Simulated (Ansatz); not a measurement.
# CHClFGeN (SMILES N#[C][GeH]([F])[Cl]): one structure at several levels

The atoms stand at a structure displaced at random from a GFN2-xTB minimum. How far do the functionals agree with CCSD(T) there?

Computed with Ansatz 0.2.0, Gaussian basis. Level: single points in def2-TZVPP.

Correlated methods freeze the cores. Filled d shells of the heavier atoms are correlated.

## Step 1: Where the work starts

6 atoms, charge 0, spin multiplicity 1.

Atoms are counted from 1 here; the program's logs count them from 0.

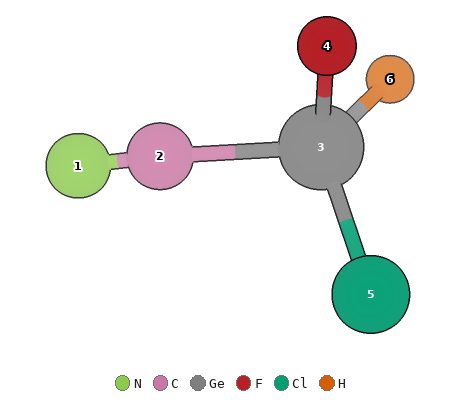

As it starts; nitrogen green, carbon pink, germanium grey, fluorine red, chlorine teal, hydrogen orange; atoms are numbered from 1 in the order of the file.

As a file:

```xyz
6
charge 0, multiplicity 1
N    -0.89740   -2.35890   -0.08130
C    -0.46320   -1.42550   -0.04630
Ge    0.20200    0.44790    0.08570
F     1.91270    0.16360   -0.15330
Cl   -0.61690    1.47330   -1.46890
H     0.28580    1.09400    1.66180
```

## Step 2: CCSD(T)/def2-TZVPP

File run/in.yaml:

```yaml
crystal:
  periodic: [false, false, false]
  atoms:
    - {symbol: N, position_ang: [-0.897400, -2.358900, -0.081300]}
    - {symbol: C, position_ang: [-0.463200, -1.425500, -0.046300]}
    - {symbol: Ge, position_ang: [0.202000, 0.447900, 0.085700]}
    - {symbol: F, position_ang: [1.912700, 0.163600, -0.153300]}
    - {symbol: Cl, position_ang: [-0.616900, 1.473300, -1.468900]}
    - {symbol: H, position_ang: [0.285800, 1.094000, 1.661800]}
basis:
  gaussian: {orbitals: def2-TZVPP}
correlation: {method: ccsd_t}
```

Started as:

```bash
ansatz run in.yaml --threads 8 --pin off --events-out ev --progress --plain --max-ram 10444MiB
```

Standard output:

```text
Functional definition: HF
  name "HF"
  cite "Fock, Z. Phys. 61, 126 (1930) doi:10.1007/BF01340294"
  parent pbe
  exchange = exact_x
  correlation = 0
1248 factors; integrals over basis functions are off by at most 1.1e-3 eV
mean field evaluation 1: about -74209.2804 eV, gradient 4.8e1 eV
mean field evaluation 2: about -74209.5895 eV, gradient 4.8e1 eV
mean field evaluation 4: about -74214.2837 eV, gradient 3.8e0 eV
mean field evaluation 8: about -74214.3472 eV, gradient 3.3e-1 eV
mean field evaluation 16: about -74214.3476 eV, gradient 9.9e-7 eV
mean field -74214.34763623 eV, -2727.3269713397 hartree, gradient 9.9e-7 eV, S^2 0.000000; 0 other end points of the search recorded, 0 dependent functions left out
17 core orbitals not correlated: weight in the atoms' cores, before any rotation towards them, 1.000 or more for the frozen orbitals, at most 0.000 for the correlated occupied ones
reference -74214.34763623 eV, -2727.3269713397 hartree; 19, 19 occupied and 161, 161 virtual orbitals, 1248 factors
second order -27.02338629 eV of doubles, -0.00000000 eV of singles
cycle   1  -26.77396206 eV  change    2.5e-1 eV  update   1.2e-1
cycle   2  -27.46559915 eV  change   -6.9e-1 eV  update   3.5e-2
cycle   3  -27.61052342 eV  change   -1.4e-1 eV  update   1.7e-2
cycle   4  -27.59667177 eV  change    1.4e-2 eV  update   4.3e-3
cycle   5  -27.59464588 eV  change    2.0e-3 eV  update   1.7e-3
cycle   6  -27.59612432 eV  change   -1.5e-3 eV  update   5.0e-4
cycle   7  -27.59613180 eV  change   -7.5e-6 eV  update   2.1e-4
cycle   8  -27.59603686 eV  change    9.5e-5 eV  update   6.8e-5
cycle   9  -27.59605082 eV  change   -1.4e-5 eV  update   2.9e-5
perturbative correction -1.11323770 eV, -0.0409107308 hartree
Total energy: -74243.05692474 eV, -2728.3820182329 hartree
```

Run time: 70 s. Hardware: 8 threads of Arm Neoverse N1, shared host; peak memory 2.5 GiB.

## Step 3: PBE0-D4/def2-TZVPP

run/in.yaml: that of step 2 with these lines changed.

```diff
@@ -11,2 +11,3 @@
   gaussian: {orbitals: def2-TZVPP}
-correlation: {method: ccsd_t}
+hamiltonian: {xc: pbe0, dispersion: d4}
+output: {forces: true, orbitals: {seedname: orbitals}}
```

Started as:

```bash
ansatz run in.yaml --threads 8 --pin off --events-out ev --progress --plain --max-ram 10444MiB
```

Standard output (excerpt; [...] marks lines left out):

```text
Functional definition: PBE0
  name "PBE0"
  cite "Adamo & Barone, J. Chem. Phys. 110, 6158 (1999) doi:10.1063/1.478522"
  cite "Perdew, Burke & Ernzerhof, Phys. Rev. Lett. 77, 3865 (1996) doi:10.1103/PhysRevLett.77.3865"
[... 1 set-up line as earlier in the session ...]
[...]
1276 factors; their error is unknown
[...]
mean field -74286.57499214 eV, -2729.9812777121 hartree, gradient 6.1e-5 eV, S^2 0.000000; 0 other end points of the search recorded, 0 dependent functions left out
[...]
reference -74286.57501730 eV, -2729.9812786367 hartree; 36, 36 occupied and 161, 161 virtual orbitals, 1276 factors
Total energy: -74286.70636510 eV, -2729.9861055793 hartree
Atom 0 at    -0.897400    -2.358900    -0.081300 Å, force    -9.279406   -20.289006    -0.814434 eV/Å
Atom 1 at    -0.463200    -1.425500    -0.046300 Å, force     9.390515    21.553927     1.083150 eV/Å
Atom 2 at     0.202000     0.447900     0.085700 Å, force     1.689438    -1.748209     3.088624 eV/Å
Atom 3 at     1.912700     0.163600    -0.153300 Å, force    -0.633011     0.292022    -0.223357 eV/Å
Atom 4 at    -0.616900     1.473300    -1.468900 Å, force    -0.583755     0.915258    -1.017676 eV/Å
Atom 5 at     0.285800     1.094000     1.661800 Å, force    -0.583782    -0.723992    -2.116306 eV/Å
Dipole moment:    -0.132693     0.728917     0.190602 e Å
```

Run time: 3.2 s. Hardware: 8 threads of Arm Neoverse N1, shared host; peak memory 0.58 GiB.

## Step 4: wB97M-V/def2-TZVPP

run/in.yaml: that of step 3 with these lines changed.

```diff
@@ -11,3 +11,3 @@
   gaussian: {orbitals: def2-TZVPP}
-hamiltonian: {xc: pbe0, dispersion: d4}
-output: {forces: true, orbitals: {seedname: orbitals}}
+hamiltonian: {xc: {name: wB97M-V}}
+output: {forces: true}
```

Started as:

```bash
ansatz run in.yaml --threads 8 --pin off --events-out ev --progress --plain --max-ram 10444MiB
```

Standard output (excerpt; [...] marks lines left out):

```text
Functional definition: wB97M-V
  name "wB97M-V"
  cite "Mardirossian & Head-Gordon, J. Chem. Phys. 144, 214110 (2016) doi:10.1063/1.4952647"
  cite "Becke, J. Chem. Phys. 107, 8554 (1997) doi:10.1063/1.475007"
  cite "Vydrov & Van Voorhis, J. Chem. Phys. 133, 244103 (2010) doi:10.1063/1.3521275"
  # Of w^i u^j: cxij and so on, Table III.
[...]
  gx(w, u) = 1 - cx + cx01*u + cx10*w
  gss(w, u) = css00 + css04*u^4 + css10*w + css20*w^2 + css43*w^4*u^3
  gos(w, u) = cos00 + cos10*w + (cos20 + cos21*u)*w^2 + (cos60 + cos61*u)*w^6
[...]
      + integral(e_c_pw_mod_opposite_spin*gos(b97_w_opposite, b97_u_opposite)) + vv10(b, c)
1246 factors; their error is unknown
217 factors; integrals over basis functions are off by at most 3.7e-5 eV
[...]
mean field -74298.51988464 eV, -2730.4202444149 hartree, gradient 5.0e-5 eV, S^2 0.000000; 0 other end points of the search recorded, 0 dependent functions left out
[...]
reference -74298.51992370 eV, -2730.4202458503 hartree; 36, 36 occupied and 161, 161 virtual orbitals, 1246 factors
Total energy: -74298.51992370 eV, -2730.4202458503 hartree
Atom 0 at    -0.897400    -2.358900    -0.081300 Å, force    -9.226809   -20.163604    -0.808276 eV/Å
Atom 1 at    -0.463200    -1.425500    -0.046300 Å, force     9.343226    21.423741     1.074441 eV/Å
Atom 2 at     0.202000     0.447900     0.085700 Å, force     1.643896    -1.678694     3.280175 eV/Å
Atom 3 at     1.912700     0.163600    -0.153300 Å, force    -0.577905     0.279704    -0.239507 eV/Å
Atom 4 at    -0.616900     1.473300    -1.468900 Å, force    -0.588624     0.925702    -1.038928 eV/Å
Atom 5 at     0.285800     1.094000     1.661800 Å, force    -0.593784    -0.786849    -2.267906 eV/Å
Dipole moment:    -0.133553     0.735861     0.187424 e Å
```

Wall time 7.5 s (8 threads of Arm Neoverse N1, shared host); peak memory 0.73 GiB.

## Step 5: r2SCAN-D4/def2-TZVPP

run/in.yaml: that of step 4 with these lines changed.

```diff
@@ -11,3 +11,3 @@
   gaussian: {orbitals: def2-TZVPP}
-hamiltonian: {xc: {name: wB97M-V}}
+hamiltonian: {xc: r2scan, dispersion: d4}
 output: {forces: true}
```

Started as:

```bash
ansatz run in.yaml --threads 8 --pin off --events-out ev --progress --plain --max-ram 10444MiB
```

Standard output (excerpt; [...] marks lines left out):

```text
Functional definition: r2SCAN
  name "r2SCAN"
  cite "Furness, Kaplan, Ning, Perdew & Sun, J. Phys. Chem. Lett. 11, 8208 (2020) doi:10.1021/acs.jpclett.0c02405"
  cite "Furness, Kaplan, Ning, Perdew & Sun, J. Phys. Chem. Lett. 11, 9248 (2020) doi:10.1021/acs.jpclett.0c03077"
  parent r2scan
[...]
1202 factors; their error is unknown
[...]
mean field -74299.82521840 eV, -2730.4682145457 hartree, gradient 3.6e-5 eV, S^2 0.000000; 0 other end points of the search recorded, 0 dependent functions left out
[...]
reference -74299.82522752 eV, -2730.4682148810 hartree; 36, 36 occupied and 161, 161 virtual orbitals, 1202 factors
Total energy: -74299.86141733 eV, -2730.4695448321 hartree
Atom 0 at    -0.897400    -2.358900    -0.081300 Å, force    -9.448648   -20.651854    -0.829202 eV/Å
Atom 1 at    -0.463200    -1.425500    -0.046300 Å, force     9.558140    21.889503     1.097424 eV/Å
Atom 2 at     0.202000     0.447900     0.085700 Å, force     1.652579    -1.729017     3.123281 eV/Å
Atom 3 at     1.912700     0.163600    -0.153300 Å, force    -0.594051     0.283744    -0.231695 eV/Å
Atom 4 at    -0.616900     1.473300    -1.468900 Å, force    -0.590234     0.932700    -1.046518 eV/Å
Atom 5 at     0.285800     1.094000     1.661800 Å, force    -0.577785    -0.725075    -2.113290 eV/Å
Dipole moment:    -0.121353     0.723081     0.183698 e Å
```

Wall time 3.6 s (8 threads of Arm Neoverse N1, shared host); peak memory 0.31 GiB.

## Step 6: PBE-D4/def2-TZVPP

run/in.yaml: that of step 5 with these lines changed.

```diff
@@ -11,3 +11,3 @@
   gaussian: {orbitals: def2-TZVPP}
-hamiltonian: {xc: r2scan, dispersion: d4}
+hamiltonian: {xc: pbe, dispersion: d4}
 output: {forces: true}
```

Started as:

```bash
ansatz run in.yaml --threads 8 --pin off --events-out ev --progress --plain --max-ram 10444MiB
```

Standard output (excerpt; [...] marks lines left out):

```text
Functional definition: PBE
  name "PBE"
[... 2 set-up lines as earlier in the session ...]
[...]
1202 factors; their error is unknown
[...]
mean field -74284.07316764 eV, -2729.8893373575 hartree, gradient 6.3e-5 eV, S^2 0.000000; 0 other end points of the search recorded, 0 dependent functions left out
[...]
reference -74284.07320101 eV, -2729.8893385839 hartree; 36, 36 occupied and 161, 161 virtual orbitals, 1202 factors
Total energy: -74284.22725587 eV, -2729.8949999955 hartree
Atom 0 at    -0.897400    -2.358900    -0.081300 Å, force    -9.863158   -21.537196    -0.860532 eV/Å
Atom 1 at    -0.463200    -1.425500    -0.046300 Å, force     9.884633    22.522993     1.106136 eV/Å
Atom 2 at     0.202000     0.447900     0.085700 Å, force     1.228548    -1.659830     3.225122 eV/Å
Atom 3 at     1.912700     0.163600    -0.153300 Å, force     0.049726     0.174239    -0.290828 eV/Å
Atom 4 at    -0.616900     1.473300    -1.468900 Å, force    -0.757022     1.119593    -1.335649 eV/Å
Atom 5 at     0.285800     1.094000     1.661800 Å, force    -0.542728    -0.619800    -1.844249 eV/Å
Dipole moment:    -0.113165     0.710620     0.172116 e Å
```

It took 1.7 s on 8 threads of Arm Neoverse N1, shared host; peak memory 0.27 GiB.

## Step 7: CAM-B3LYP-D4/def2-TZVPP

run/in.yaml: that of step 6 with these lines changed.

```diff
@@ -11,3 +11,3 @@
   gaussian: {orbitals: def2-TZVPP}
-hamiltonian: {xc: pbe, dispersion: d4}
+hamiltonian: {xc: {name: CAM-B3LYP}, dispersion: d4}
 output: {forces: true}
```

Started as:

```bash
ansatz run in.yaml --threads 8 --pin off --events-out ev --progress --plain --max-ram 10444MiB
```

Standard output (excerpt; [...] marks lines left out):

```text
Functional definition: CAM-B3LYP
  name "CAM-B3LYP"
  cite "Yanai, Tew & Handy, Chem. Phys. Lett. 393, 51 (2004) doi:10.1016/j.cplett.2004.06.011"
  cite "Iikura, Tsuneda, Yanai & Hirao, J. Chem. Phys. 115, 3540 (2001) doi:10.1063/1.1383587"
  cite "Becke, Phys. Rev. A 38, 3098 (1988) doi:10.1103/PhysRevA.38.3098"
  cite "Lee, Yang & Parr, Phys. Rev. B 37, 785 (1988) doi:10.1103/PhysRevB.37.785"
  cite "Vosko, Wilk & Nusair, Can. J. Phys. 58, 1200 (1980) doi:10.1139/p80-159"
[...]
  # Exact exchange under (alpha + beta erf(omega r))/r, Becke's under what is left of 1/r.
[...]
1252 factors; their error is unknown
250 factors; integrals over basis functions are off by at most 1.2e-5 eV
[...]
mean field -74305.43023245 eV, -2730.6741950129 hartree, gradient 3.2e-5 eV, S^2 0.000000; 0 other end points of the search recorded, 0 dependent functions left out
[...]
reference -74305.43035016 eV, -2730.6741993389 hartree; 36, 36 occupied and 161, 161 virtual orbitals, 1252 factors
Total energy: -74305.56594631 eV, -2730.6791824054 hartree
Atom 0 at    -0.897400    -2.358900    -0.081300 Å, force    -8.931605   -19.539324    -0.786640 eV/Å
Atom 1 at    -0.463200    -1.425500    -0.046300 Å, force     9.059258    20.834158     1.063551 eV/Å
Atom 2 at     0.202000     0.447900     0.085700 Å, force     1.697604    -1.750495     3.197189 eV/Å
Atom 3 at     1.912700     0.163600    -0.153300 Å, force    -0.650037     0.294116    -0.229874 eV/Å
Atom 4 at    -0.616900     1.473300    -1.468900 Å, force    -0.581404     0.926937    -1.026706 eV/Å
Atom 5 at     0.285800     1.094000     1.661800 Å, force    -0.593815    -0.765392    -2.217519 eV/Å
Dipole moment:    -0.136432     0.742195     0.199501 e Å
```

Run time: 3.4 s. Hardware: 8 threads of Arm Neoverse N1, shared host; peak memory 0.65 GiB.

## Step 8: B97M-V/def2-TZVPP

run/in.yaml: that of step 7 with these lines changed.

```diff
@@ -11,3 +11,3 @@
   gaussian: {orbitals: def2-TZVPP}
-hamiltonian: {xc: {name: CAM-B3LYP}, dispersion: d4}
+hamiltonian: {xc: {name: B97M-V}}
 output: {forces: true}
```

Started as:

```bash
ansatz run in.yaml --threads 8 --pin off --events-out ev --progress --plain --max-ram 10444MiB
```

Standard output (excerpt; [...] marks lines left out):

```text
Functional definition: B97M-V
  name "B97M-V"
  cite "Mardirossian & Head-Gordon, J. Chem. Phys. 142, 074111 (2015) doi:10.1063/1.4907719"
[... 2 set-up lines as earlier in the session ...]
  # Of w^i u^j: cxij and so on, Table III.
[...]
  gx(w, u) = cx00 + cx01*u + cx02*u^2 + (cx10 + cx11*u)*w
  gss(w, u) = css00 + css02*u^2 + css10*w + (css32*w^3 + css42*w^4)*u^2
  gos(w, u) = cos00 + cos01*u + cos03*u^3 + cos10*w + cos32*w^3*u^2
[...]
      + integral(e_c_pw_mod_opposite_spin*gos(b97_w_opposite, b97_u_opposite)) + vv10(b, c)
1202 factors; their error is unknown
[...]
mean field -74288.50750215 eV, -2730.0522961450 hartree, gradient 3.1e-5 eV, S^2 0.000000; 0 other end points of the search recorded, 0 dependent functions left out
[...]
reference -74288.50755025 eV, -2730.0522979129 hartree; 36, 36 occupied and 161, 161 virtual orbitals, 1202 factors
Total energy: -74288.50755025 eV, -2730.0522979129 hartree
Atom 0 at    -0.897400    -2.358900    -0.081300 Å, force    -9.283293   -20.313164    -0.819162 eV/Å
Atom 1 at    -0.463200    -1.425500    -0.046300 Å, force     9.394865    21.579684     1.095900 eV/Å
Atom 2 at     0.202000     0.447900     0.085700 Å, force     1.799142    -1.783134     2.979579 eV/Å
Atom 3 at     1.912700     0.163600    -0.153300 Å, force    -0.771539     0.318962    -0.205027 eV/Å
Atom 4 at    -0.616900     1.473300    -1.468900 Å, force    -0.559537     0.900188    -0.981184 eV/Å
Atom 5 at     0.285800     1.094000     1.661800 Å, force    -0.579639    -0.702536    -2.070107 eV/Å
Dipole moment:    -0.130970     0.704595     0.156693 e Å
```

Run time: 6.5 s. Hardware: 8 threads of Arm Neoverse N1, shared host; peak memory 0.36 GiB.

## Step 9: The levels compared

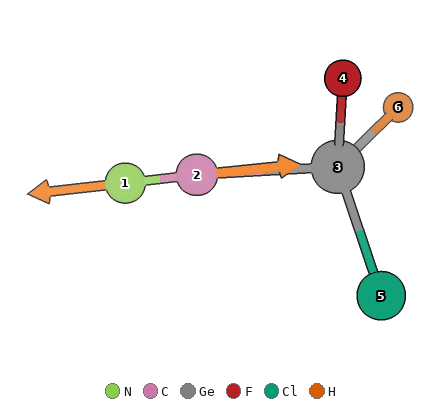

Forces at wB97M-V; the longest arrow is 23.40 eV/Å.

```csv
method,RMS force component (eV/Å),dipole (D)
PBE0-D4,7.731,3.67
wB97M-V,7.692,3.70
r2SCAN-D4,7.859,3.63
PBE-D4,8.133,3.55
CAM-B3LYP-D4,7.469,3.75
B97M-V,7.738,3.52
```

Energy less the free neutral atoms in their ground states at the same level (atoms from separate runs):

Differences are taken before rounding.

```csv
method,rung,energy less atoms (kcal/mol),from CCSD(T) (kcal/mol)
PBE-D4,GGA,-525.8,-36.8
r2SCAN-D4,meta-GGA,-506.9,-17.8
B97M-V,meta-GGA,-512.7,-23.6
PBE0-D4,hybrid,-506.5,-17.4
CAM-B3LYP-D4,range-separated hybrid,-508.0,-19.0
wB97M-V,range-separated hybrid,-508.8,-19.7
Hartree-Fock,wavefunction,-327.7,+161.3
MP2,wavefunction,-512.1,-23.0
CCSD,wavefunction,-475.8,+13.2
CCSD(T),wavefunction,-489.1,0
```

Times, from a shared host:

```csv
method,time
CCSD(T),70 s
PBE0-D4,3.2 s
wB97M-V,7.5 s
r2SCAN-D4,3.6 s
PBE-D4,1.7 s
CAM-B3LYP-D4,3.4 s
B97M-V,6.5 s
```

## Step 10: Outcome

| quantity | value |
| --- | --- |
| energy less free atoms, CCSD(T)/def2-TZVPP | -489.1 kcal/mol |
| RMS force component | 7.469 to 8.133 eV/Å over the methods |
| HOMO and LUMO, PBE0-D4 | -10.15 and -1.82 eV |
| T1 diagnostic | 0.012 |

What this shows: Against CCSD(T) the functionals' energies less atoms differ by -36.8 to -17.4 kcal/mol, PBE-D4 by -36.8 kcal/mol. The reference is not at the basis limit: in triple zeta CCSD(T) underbinds, which counts against methods that bind more; the gaps are no ranking. No sound CCSD(T) forces are at hand. Among the functionals the RMS force differs by up to 9 %.
